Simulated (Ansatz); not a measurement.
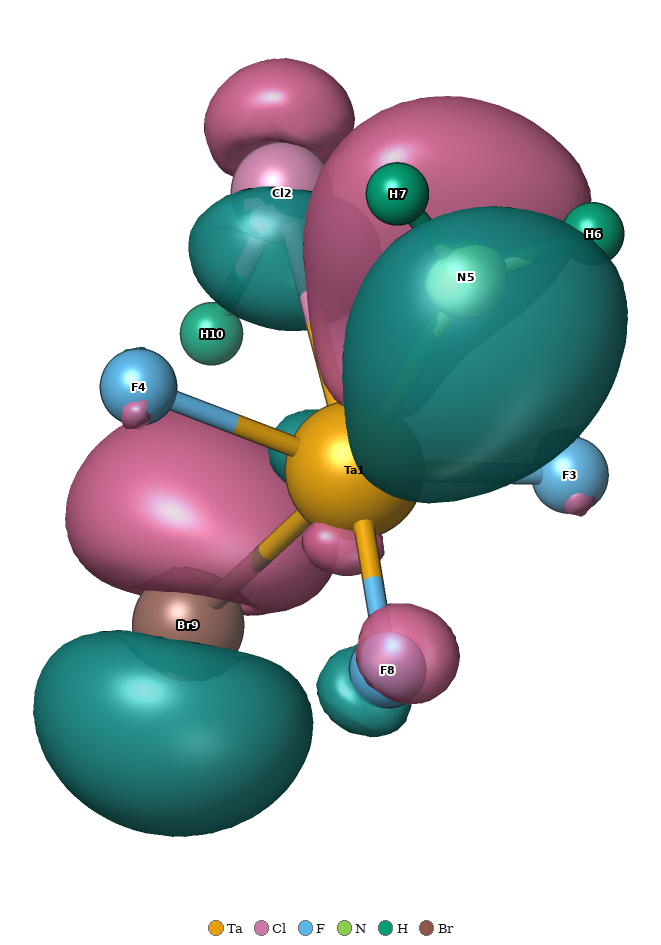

The picture shows: BrClF3H3NTa. The HOMO−1 at ±0.1 Å⁻³ᐟ² (teal and pink are the two phases), seen at an oblique angle.

Core potentials replace the inner electrons of Ta.

Method: RKS PBE/def2-SVP in Ansatz 0.2.0.

```yaml
atoms:
  - { symbol: Ta, position_ang: [-0.3226, -0.3681, 0.2622] }
  - { symbol: Cl, position_ang: [2.3992, 0.5421, 0.3777] }
  - { symbol: F, position_ang: [-0.2490, 0.1085, 2.0962] }
  - { symbol: F, position_ang: [0.0888, -0.4346, -1.5878] }
  - { symbol: N, position_ang: [-0.7100, 1.5480, -0.0558] }
  - { symbol: H, position_ang: [-0.8251, 2.2436, 0.6901] }
  - { symbol: H, position_ang: [-0.6721, 1.9978, -0.9776] }
  - { symbol: F, position_ang: [-2.0092, -1.1794, 0.2273] }
  - { symbol: Br, position_ang: [1.0873, -2.5213, 0.7090] }
  - { symbol: H, position_ang: [2.5337, -0.7734, 0.5837] }
```

### Where does this orbital lie, and at what energy?

It lies mainly on N5 (about 45 %), Br9 (about 30 %), Ta1 (about 10 %) and Cl2 (about 5 %); largely a combination of lone pairs on N5, Br9 and Cl2. Its energy is −7.20 eV.
